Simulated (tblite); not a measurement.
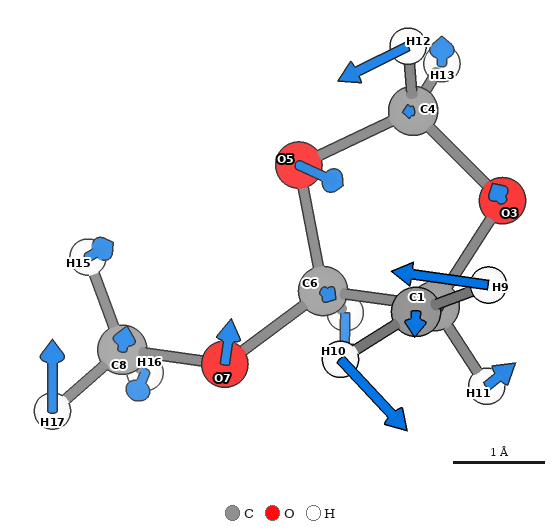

This is a relaxation of C5H9O3 (multiplicity 2). The starting structure is drawn; blue arrows show the displacements, at their true length. The two geometries are superimposed by the best rigid fit.

A ball-and-stick model, seen from a free direction.

The calculation used GFN2-xTB geometry optimisation, gas phase (tblite). 

What did the optimiser do to the structure, and how much energy did it gain?

After 114 geometry steps the energy has fallen by 34.5 kJ/mol. An H atom moves most after the best rigid fit: 1.13 Å. By element the largest moves are H 1.13 Å, O 0.96 Å, C 0.35 Å. Some distances before and after: C–C 1.530 → 1.583 Å, C–O 1.439 → 1.394 Å, C–H 1.085 → 1.106 Å, C–C 1.482 → 1.464 Å. Bond angles that change, for instance: C–C–O 108.6° → 113.1°, O–C–O 110.7° → 106.1°, C–C–O 112.7° → 108.6°. Groups turn about C–C by about 55°. The run took 0.67 s on 1 thread of Arm Neoverse V1 (shared host).
